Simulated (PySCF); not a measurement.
**[Tb(H2S)2]3+: forces at shaken geometries**

How stiff is [Tb(H2S)2]3+? Its atoms are displaced at random by several amounts. The structure is generated, not taken from experiment.

Program: PySCF 2.14.0. Level of theory: PBE, Tb lcecp-1-SVP with ECP54, S def2-SVP, H def2-SVP; scalar-relativistic core potentials, no spin–orbit coupling. These are calculated values, not measurements.

3 further runs of the same task are left out: 2 for a known fault of the program, 1 that didn't finish. Runs told in other sessions of the task aren't counted.

**1. Starting geometry**

7 atoms, charge 3, spin multiplicity 1.

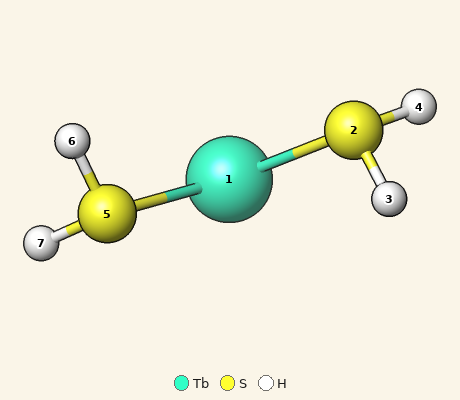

The structure; terbium teal, sulfur yellow, hydrogen white; atoms are numbered from 1 in the order of the file.

Geometry (Å):

| atom | x (Å) | y (Å) | z (Å) |
| --- | --- | --- | --- |
| Tb1 | -1.38297 | 0.00000 | 0.00000 |
| S2 | 0.42460 | 0.14804 | 2.14742 |
| H3 | 0.88425 | 1.45175 | 2.23210 |
| H4 | -0.31782 | 0.15916 | 3.31812 |
| S5 | 0.42460 | -0.14804 | -2.14742 |
| H6 | 0.88425 | -1.45175 | -2.23210 |
| H7 | -0.31782 | -0.15916 | -3.31812 |

Formal oxidation states: Tb +3. Each metal's 8 4f electrons lie in its core potential, so multiplicities, spins and levels count the valence alone. An earlier session relaxed this geometry at PBE, Tb lcecp-1-SVP with ECP54, S def2-SVP, H def2-SVP (singlet, point group C2).

Its energy there is -833.456855 Eh.

**2. Atoms moved at random, σ = 0.06 Å**

run.py (the lines that set the calculation) reads:

```python
mol = gto.M(atom='''
Tb    -1.30299    -0.00815     0.02123
S      0.36554     0.27170     2.14007
H      0.88893     1.31310     2.17797
H     -0.33807     0.15642     3.36280
S      0.41641    -0.10237    -2.13925
H      0.87395    -1.42648    -2.29895
H     -0.30469    -0.20420    -3.26387''',
    basis={'Tb': 'lcecp-1-SVP', 'S': 'def2-SVP', 'H': 'def2-SVP'},
    ecp={'Tb': 'lcecp-1-SVP'},
    charge=3, spin=0)
mf = dft.RKS(mol, xc='PBE')
mf.grids.atom_grid = (50, 194)  # f atoms: unpruned, at least (60, 302)
mf = mf.density_fit()  # fitting sets: Tb AutoAux, S def2-universal-JKFIT, H def2-universal-JKFIT
mf.conv_tol = 1e-08; mf.max_cycle = 55
mf.kernel(dm0)  # dm0: the density of the relaxed state
```

Run with:

```sh
$ OMP_NUM_THREADS=2 python run.py
```

The program printed:

```text
init E= -833.58712061265
  HOMO = -0.764322752032421  LUMO = -0.676977128608433  gap/eV = 2.37680
cycle= 1 E= -833.418496336987  delta_E= 0.169  |g|= 0.103  |ddm|= 0.448
  HOMO = -0.799168129984213  LUMO = -0.694338702573696  gap/eV = 2.85255
cycle= 2 E= -833.412229722519  delta_E= 0.00627  |g|= 0.162  |ddm|= 0.421
  HOMO = -0.800438429866196  LUMO = -0.704424313470791  gap/eV = 2.61268
cycle= 3 E= -833.422792829694  delta_E= -0.0106  |g|= 0.0248  |ddm|= 0.277
  HOMO = -0.801930757987023  LUMO = -0.701233828051001  gap/eV = 2.74010
cycle= 4 E= -833.42301823447  delta_E= -0.000225  |g|= 0.01  |ddm|= 0.0579
  HOMO = -0.801288393399084  LUMO = -0.702069045541011  gap/eV = 2.69990
cycle= 5 E= -833.423061401709  delta_E= -4.32e-05  |g|= 0.00219  |ddm|= 0.0194
  HOMO = -0.801328966959008  LUMO = -0.70199286912132  gap/eV = 2.70307
cycle= 6 E= -833.423063026066  delta_E= -1.62e-06  |g|= 0.000528  |ddm|= 0.00387
  HOMO = -0.801296805766056  LUMO = -0.701961231370062  gap/eV = 2.70306
cycle= 7 E= -833.423063139966  delta_E= -1.14e-07  |g|= 0.000108  |ddm|= 0.000893
  HOMO = -0.801304738619789  LUMO = -0.701973394322312  gap/eV = 2.70294
cycle= 8 E= -833.423063143821  delta_E= -3.86e-09  |g|= 2.58e-05  |ddm|= 0.000158
  HOMO = -0.801302852109517  LUMO = -0.701967248703063  gap/eV = 2.70306
Extra cycle  E= -833.423063143528  delta_E= 2.93e-10  |g|= 3.56e-05  |ddm|= 8.68e-05
converged SCF energy = -833.423063143528
```

Run time: 3.5 s. Hardware: 2 threads of Arm Neoverse V1, shared host.

It gives: E = -833.423063 Eh (+0.920 eV from the relaxed state), HOMO -21.80 eV, LUMO -19.10 eV, Mulliken charge on Tb1 +1.83 e, largest force component 8.216 eV/Å. 

| atom | Fx | Fy | Fz (eV/Å) |
| --- | --- | --- | --- |
| Tb1 | -0.486 | -0.036 | -0.152 |
| S2 | -3.962 | -8.216 | 0.245 |
| H3 | 3.791 | 7.909 | 0.572 |
| H4 | 0.451 | 0.336 | -0.454 |
| S5 | 0.954 | -0.672 | 0.408 |
| H6 | 0.023 | 0.448 | 0.324 |
| H7 | -0.771 | 0.230 | -0.943 |

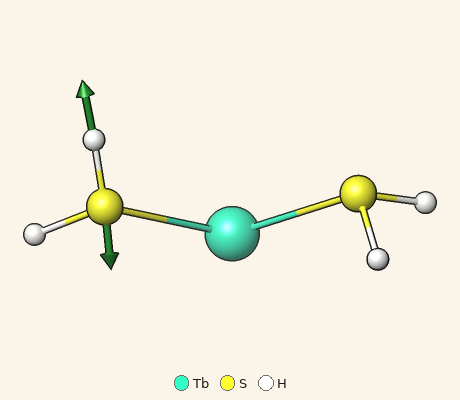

Forces as arrows, the longest for the largest force.

**3. Atoms moved at random, σ = 0.03 Å**

run.py (the lines that set the calculation) reads:

```python
mol = gto.M(atom='''
Tb    -1.39720    -0.01191     0.05372
S      0.42110     0.18029     2.17238
H      0.87987     1.45162     2.23989
H     -0.29001     0.13133     3.28108
S      0.36947    -0.13625    -2.20080
H      0.93502    -1.44319    -2.24266
H     -0.31918    -0.17188    -3.30361''',
    basis={'Tb': 'lcecp-1-SVP', 'S': 'def2-SVP', 'H': 'def2-SVP'},
    ecp={'Tb': 'lcecp-1-SVP'},
    charge=3, spin=0)
mf = dft.RKS(mol, xc='PBE')
mf.grids.atom_grid = (50, 194)  # f atoms: unpruned, at least (60, 302)
mf = mf.density_fit()  # fitting sets: Tb AutoAux, S def2-universal-JKFIT, H def2-universal-JKFIT
mf.conv_tol = 1e-08; mf.max_cycle = 55
mf.kernel(dm0)  # dm0: the density of the relaxed state
```

Run with:

```sh
$ OMP_NUM_THREADS=2 python run.py
```

The program printed:

```text
init E= -833.519892952892
  HOMO = -0.779636010813334  LUMO = -0.689424374809095  gap/eV = 2.45478
cycle= 1 E= -833.448185256923  delta_E= 0.0717  |g|= 0.0597  |ddm|= 0.188
  HOMO = -0.786699525027736  LUMO = -0.694948578312913  gap/eV = 2.49667
cycle= 2 E= -833.445844303994  delta_E= 0.00234  |g|= 0.0957  |ddm|= 0.262
  HOMO = -0.790124734481243  LUMO = -0.702208682021441  gap/eV = 2.39232
cycle= 3 E= -833.44956039728  delta_E= -0.00372  |g|= 0.0178  |ddm|= 0.181
  HOMO = -0.791735654189281  LUMO = -0.70003614154776  gap/eV = 2.49527
cycle= 4 E= -833.449694692959  delta_E= -0.000134  |g|= 0.00567  |ddm|= 0.0403
  HOMO = -0.791035176165866  LUMO = -0.700298624846831  gap/eV = 2.46907
cycle= 5 E= -833.449707156821  delta_E= -1.25e-05  |g|= 0.00147  |ddm|= 0.0109
  HOMO = -0.791192306832133  LUMO = -0.700250293080161  gap/eV = 2.47466
cycle= 6 E= -833.449708020399  delta_E= -8.64e-07  |g|= 0.000271  |ddm|= 0.00278
  HOMO = -0.791173681312337  LUMO = -0.700269715679113  gap/eV = 2.47362
cycle= 7 E= -833.449708050869  delta_E= -3.05e-08  |g|= 4.84e-05  |ddm|= 0.000468
  HOMO = -0.791171052891997  LUMO = -0.700269162055878  gap/eV = 2.47357
cycle= 8 E= -833.449708051658  delta_E= -7.89e-10  |g|= 1.05e-05  |ddm|= 6.84e-05
  HOMO = -0.79117126343039  LUMO = -0.700266608672835  gap/eV = 2.47364
Extra cycle  E= -833.449708051568  delta_E= 9e-11  |g|= 1.75e-05  |ddm|= 4.71e-05
converged SCF energy = -833.449708051568
```

Wall time 3.7 s (2 threads of Arm Neoverse V1, shared host).

Result: E = -833.449708 Eh (+0.194 eV from the relaxed state), HOMO -21.53 eV, LUMO -19.06 eV, Mulliken charge on Tb1 +1.85 e, largest force component 2.257 eV/Å. 

| atom | Fx | Fy | Fz (eV/Å) |
| --- | --- | --- | --- |
| Tb1 | 0.099 | -0.020 | -0.298 |
| S2 | 0.725 | -0.776 | -1.605 |
| H3 | 0.186 | 0.713 | 0.152 |
| H4 | -0.875 | 0.070 | 1.515 |
| S5 | 1.505 | -0.554 | 2.257 |
| H6 | -0.381 | 0.743 | -0.081 |
| H7 | -1.258 | -0.176 | -1.941 |

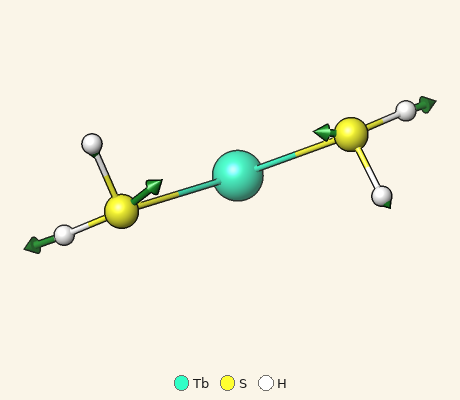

Forces as arrows, the longest for the largest force.

**4. Atoms moved at random, σ = 0.03 Å**

run.py (the lines that set the calculation) reads:

```python
mol = gto.M(atom='''
Tb    -1.42099     0.00769    -0.01406
S      0.40915     0.14065     2.12376
H      0.87184     1.43886     2.23955
H     -0.31953     0.15091     3.32780
S      0.43838    -0.11494    -2.17732
H      0.92632    -1.42776    -2.20382
H     -0.30609    -0.19542    -3.29592''',
    basis={'Tb': 'lcecp-1-SVP', 'S': 'def2-SVP', 'H': 'def2-SVP'},
    ecp={'Tb': 'lcecp-1-SVP'},
    charge=3, spin=0)
mf = dft.RKS(mol, xc='PBE')
mf.grids.atom_grid = (50, 194)  # f atoms: unpruned, at least (60, 302)
mf = mf.density_fit()  # fitting sets: Tb AutoAux, S def2-universal-JKFIT, H def2-universal-JKFIT
mf.conv_tol = 1e-08; mf.max_cycle = 55
mf.kernel(dm0)  # dm0: the density of the relaxed state
```

Run with:

```sh
$ OMP_NUM_THREADS=2 python run.py
```

The program printed:

```text
init E= -833.438704010364
  HOMO = -0.797721214011221  LUMO = -0.701708821006478  gap/eV = 2.61263
cycle= 1 E= -833.455545655035  delta_E= -0.0168  |g|= 0.0176  |ddm|= 0.108
  HOMO = -0.793468779979653  LUMO = -0.698960929129806  gap/eV = 2.57169
cycle= 2 E= -833.455413765119  delta_E= 0.000132  |g|= 0.0251  |ddm|= 0.0664
  HOMO = -0.79470326390098  LUMO = -0.698321997872592  gap/eV = 2.62267
cycle= 3 E= -833.455656598706  delta_E= -0.000243  |g|= 0.00487  |ddm|= 0.0459
  HOMO = -0.79466025981889  LUMO = -0.698753300230509  gap/eV = 2.60976
cycle= 4 E= -833.455665017063  delta_E= -8.42e-06  |g|= 0.00148  |ddm|= 0.00955
  HOMO = -0.794776024822468  LUMO = -0.698584353625488  gap/eV = 2.61751
cycle= 5 E= -833.455665880759  delta_E= -8.64e-07  |g|= 0.000615  |ddm|= 0.00367
  HOMO = -0.794741808886149  LUMO = -0.698634509166292  gap/eV = 2.61521
cycle= 6 E= -833.45566604354  delta_E= -1.63e-07  |g|= 7.97e-05  |ddm|= 0.00111
  HOMO = -0.794745832116997  LUMO = -0.698638436382418  gap/eV = 2.61522
cycle= 7 E= -833.4556660457  delta_E= -2.16e-09  |g|= 1.03e-05  |ddm|= 0.000106
  HOMO = -0.794745109554816  LUMO = -0.698637273766483  gap/eV = 2.61523
Extra cycle  E= -833.45566604568  delta_E= 1.94e-11  |g|= 1.17e-05  |ddm|= 3.48e-05
converged SCF energy = -833.45566604568
```

Wall time 3.4 s (2 threads of Arm Neoverse V1, shared host).

Result: E = -833.455666 Eh (+0.032 eV from the relaxed state), HOMO -21.63 eV, LUMO -19.01 eV, Mulliken charge on Tb1 +1.84 e, largest force component 0.940 eV/Å. 

| atom | Fx | Fy | Fz (eV/Å) |
| --- | --- | --- | --- |
| Tb1 | 0.153 | 0.017 | -0.082 |
| S2 | -0.271 | -0.001 | 0.429 |
| H3 | 0.032 | 0.053 | -0.068 |
| H4 | 0.203 | -0.063 | -0.391 |
| S5 | 0.511 | -0.260 | 0.940 |
| H6 | -0.125 | 0.329 | -0.030 |
| H7 | -0.503 | -0.076 | -0.798 |

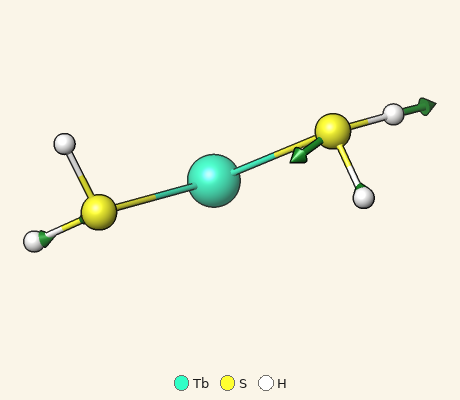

Forces as arrows, the longest for the largest force.

**5. The displacements side by side**

| σ (Å) | energy rise (eV) | harmonic estimate −½ F·u (eV) | largest force component (eV/Å) |
| --- | --- | --- | --- |
| 0.06 | 0.920 | 1.042 | 8.22 |
| 0.03 | 0.194 | 0.207 | 2.26 |
| 0.03 | 0.032 | 0.032 | 0.94 |

Every displacement raises the energy. For a harmonic well the rise equals −½ F·u; the two differ by at most 13 % here (a move with σ = 0.06 Å), from anharmonicity, the grid and the small forces left at the relaxed point. The bases are small and lack diffuse functions. Spin–orbit coupling is left out. The core potential fixes the 4f count, so no charge can pass from the ligands into that shell.
